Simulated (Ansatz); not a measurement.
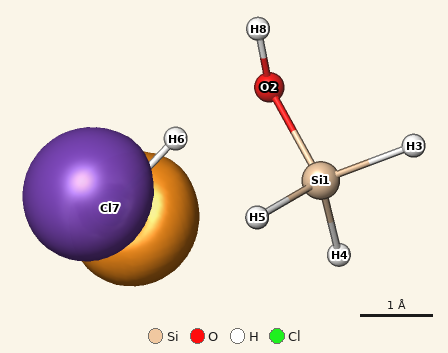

Figure. H4OSi···HCl. One frontier orbital at ±0.2 Å⁻³ᐟ² (orange and purple are the two phases), seen at a tilt.

These are results of Ansatz 0.2.0, RKS LDA/def2-SVP, not measurements.

```xyz
8

Si   -0.6312   -0.5460   -0.3866
O     0.5774   -0.3732    0.7930
H    -1.3200   -1.8658   -0.1562
H     0.0913   -0.5444   -1.6947
H    -1.6451    0.5607   -0.3038
H     1.2295    1.0321    0.3522
Cl    1.3979    2.1803   -0.3303
H     0.3003   -0.4436    1.7265
```

> Which orbital is it: HOMO or LUMO?

The HOMO, at −6.63 eV. Its weight (Hirshfeld) is mainly on Cl7 (about 95 %); largely a lone pair of Cl7.
